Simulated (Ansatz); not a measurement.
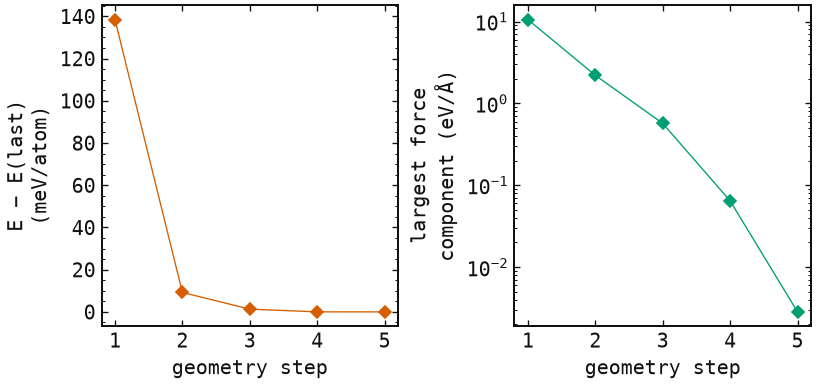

History of a geometry optimisation. Only the atoms move.

- system: CO2 (3 atoms in the cell)
- method: DFT PBE, scalar-relativistic, plane waves, PAW (Ansatz); cutoff 420 eV, 1×1×1 k-mesh, Gaussian smearing of 0.005 eV

### How did the optimisation end?

The optimisation met its thresholds at geometry 5, counting the start as the first. The energy fell by about 140 meV/atom from the first step to the last. The largest force component goes from about 10.5 eV/Å at the start to 2.8 × 10⁻³ eV/Å at the end.
